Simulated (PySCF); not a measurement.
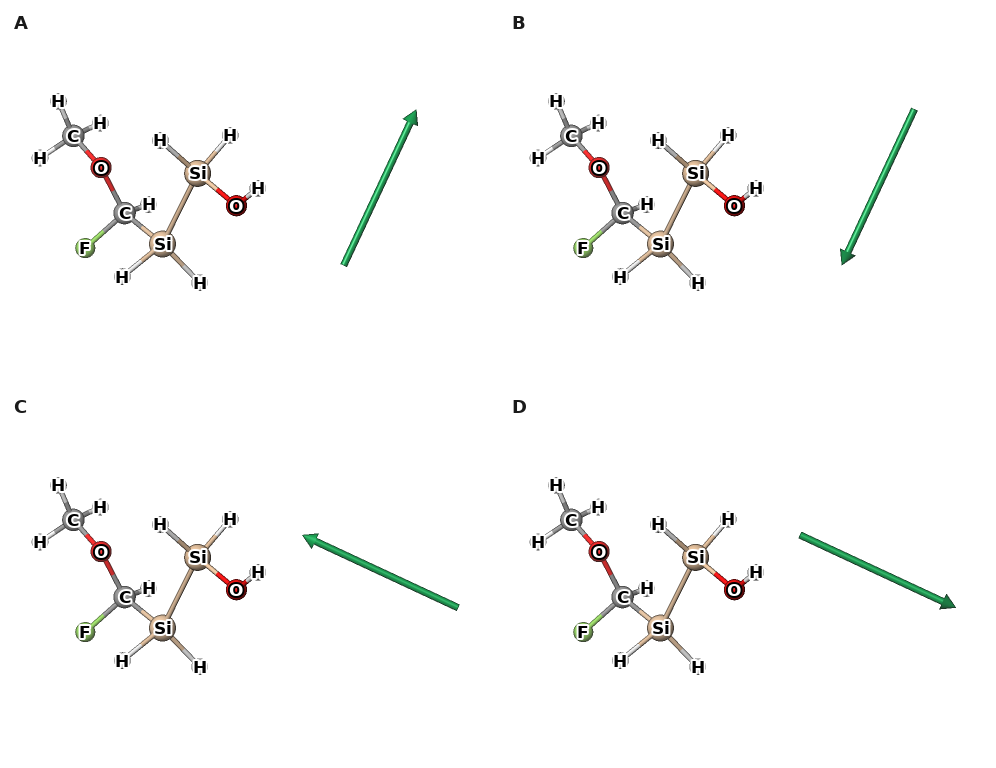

The same molecule four times, each with an arrow. The geometry was computed by an optimisation with GFN2-xTB. No frequency run is at hand to confirm it as a minimum. Level of theory: PBE0/pcSseg-1, gas phase (PySCF 2.14.0).

Question: Which arrow points along the dipole moment, from the negative to the positive end?

Answer: A. The dipole moment is 2.67 D.

The geometry is semi-empirical. Around Si such bond lengths and angles can be off by a tenth of an ångström or more and by several degrees, and values that hang on the shape move with them.
